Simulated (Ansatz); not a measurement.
# Static equation of state of glassy 65SiO2-10Al2O3-25Li2O (mol %) (128 atoms)

Density of this cell: 2.45 g/cm³. The cell holds 128 atoms: 26 Si, 8 Al, 20 Li and 74 O. Its edges and angles: a = 11.363 Å, b = 11.620 Å, c = 11.679 Å, α = 88.0°, β = 91.2°, γ = 89.1°. The starting structure: 128 atoms (26 Si, 8 Al, 20 Li, 74 O) placed at random at 2.38 g/cm³, melted at 4000 K for 10 ps at fixed volume with the Morse and Coulomb pair potential with partial charges (Pedone, Malavasi, Menziani, Cormack and Segre, J. Phys. Chem. B 110, 11780 (2006)). Quenched from 4000 K to 300 K at 100 K/ps and fixed volume, held 10 ps at zero pressure.

Calculated with Ansatz 0.2.0: Kohn-Sham DFT, r2SCAN, PAW (set soft_2), plane waves; cutoff 500 eV, Γ point, fixed occupations. Cell and atoms were relaxed first, to V0 = 12.037 Å³ an atom at a residual P0 = 0.003 GPa. The cell was then scaled evenly, and the atoms were relaxed at each volume.

| volume (Å³/atom) | pressure (GPa) |
| --- | --- |
| 11.315 | 2.614 |
| 11.676 | ? |
| 12.398 | -1.690 |
| 12.759 | -3.004 |

**Question.** Fit the third-order Birch–Murnaghan equation to the rows given and interpolate to the withheld row.

Worked fit:

Take the Eulerian strain f = ½[(V0/V)^(2/3) − 1] and the normalised pressure F = (P − P0) / [3f(1 + 2f)^(5/2)]. The third-order Birch–Murnaghan equation is then the line F = B0 + (3/2)B0(B′ − 4) f, so u = f and v = F.

| u = f | v = F (GPa) |
| --- | --- |
| 0.0210562 | 37.2914 |
| -0.00975657 | 60.7431 |
| -0.0190507 | 57.9741 |

With n = 3: mean u = -0.00258369, mean v = 52.0029, Σ(u − ū)² = 8.815e-4, Σ(u − ū)(v − v̄) = -0.50880. Slope b = -0.50880 / 8.815e-4 = -577.22; intercept a = v̄ − b ū = 50.512.

So B0 = a = 50.5 GPa and B′ = 4 + 2b/(3a) = -3.62. At the withheld volume f = 0.01026, F = a + b f = 44.59 GPa, and P = P0 + 3f(1 + 2f)^(5/2) F.

Prediction at 11.676: 1.446 GPa. The run gave 2.007 GPa, so the fit is low by 0.56 GPa (28 % of the value).

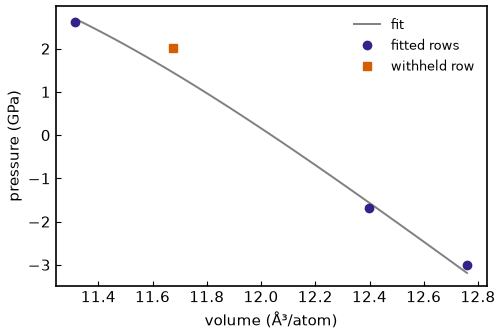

The fit, the rows that it rests on and the withheld row.

The series isn't one smooth equation of state: even a line fitted to all rows, the withheld one included, misses F by up to 23.6 %, the count of bonds changes along the series and an atom moves over 0.5 Å in some relaxation. B0 and B′ are then only the numbers of this fit, not moduli of the material. Among the rows given, the largest miss of the fit is at 12.759, by 0.18 GPa (3.3 % of the range of the table).

Limits: Static cells at zero temperature; the cell shape is held. The program notes that the SCF threshold of these relaxations is loose for the stress. The quench rate of 100 K/ps is many orders above laboratory rates, so the cell is likely richer in defects and strain than a real sample. The network of bonds at the start is that of the classical potential that made the cell, and needn't be the one that DFT or experiment would give. Only the Γ point is sampled, in a cell whose shortest periodic width is 11 Å.

[Hosts, paths, dates, database ids (printed as entryN), source tags and the programs' standing remarks are cut or masked in the printed files.]
